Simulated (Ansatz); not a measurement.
In doubt: masses and optical values from hybrid runs of this build are listed as unsure (in some of the runs), which bears on the screening that GW takes from such a start.

The crystal is RbSb4F13 (I4/m).

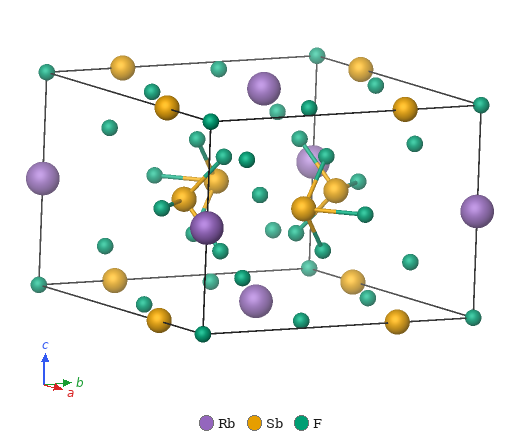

The structure (rubidium purple, antimony orange, fluorine teal). Bonds to atoms that aren't drawn are left out. Some periodic images of atoms are drawn too.

```cif
data_structure
_symmetry_space_group_name_H-M 'P 1'
_symmetry_Int_Tables_number 1
_cell_length_a 7.5621
_cell_length_b 7.5621
_cell_length_c 7.5621
_cell_angle_alpha 100.854
_cell_angle_beta 100.854
_cell_angle_gamma 128.564
_cell_volume 304.63
loop_
_atom_site_label
_atom_site_type_symbol
_atom_site_fract_x
_atom_site_fract_y
_atom_site_fract_z
_atom_site_occupancy
Rb1 Rb 0.50000 0.50000 0.00000 1
Sb2 Sb 0.00640 0.27709 0.28349 1
Sb3 Sb 0.27709 0.99360 0.27070 1
Sb4 Sb 0.99360 0.72291 0.71651 1
Sb5 Sb 0.72291 0.00640 0.72930 1
F6 F 0.00000 0.00000 0.00000 1
F7 F 0.56148 0.87661 0.43809 1
F8 F 0.87661 0.43852 0.31513 1
F9 F 0.43852 0.12339 0.56191 1
F10 F 0.12339 0.56148 0.68487 1
F11 F 0.43010 0.33449 0.32074 1
F12 F 0.33449 0.01375 0.90439 1
F13 F 0.01375 0.10936 0.67926 1
F14 F 0.10936 0.43010 0.09561 1
F15 F 0.56990 0.66551 0.67926 1
F16 F 0.66551 0.98625 0.09561 1
F17 F 0.98625 0.89064 0.32074 1
F18 F 0.89064 0.56990 0.90439 1
```

Geometry: measured cell, ions relaxed with PBE. The runs that relaxed it are not among those shown. Spin-orbit coupling is left out unless a run names it.

Gaps computed with Ansatz 0.2.0 without a self-energy: HSE06 6.04 eV and r2SCAN 5.16 eV.

Question: Estimate the G0W0@HSE06 gap with 4×4×4 mesh, 1025 empty bands, screening to 130 eV, PAW set soft_1 files.

About 8.04 eV: on its mesh the run moves the gap from 6.06 eV by +1.99 eV, and the mesh misses the edges by 0.02 eV. Among the scalar-relativistic levels given, HSE06 is nearest (−2.00 eV). Bands and cutoff are finite, so the gap is not at the basis limit. The miss can reach some tenths of an eV and take either sign; the mesh is an error of its own. The many-body steps are scalar-relativistic: spin-orbit coupling is not in them.

[Paths, hosts, dates, memory and timing lines, banners, echoed tables and standing remarks are left out of the program output.]

[Logs are printed without paths, hosts, clocks, repeated set-up lines and the standing remarks that a program may print on its own settings, such as how far it seeks lower states.]

[Runs of the session that timed out or met a known fault of the program may be left out.]

[Cells called generated may have been cut or substituted from an entry of the Crystallography Open Database or the Materials Project.]

[Hosts, paths, dates, database ids (printed as entryN), source tags and the programs' standing remarks are cut or masked in the printed files.]
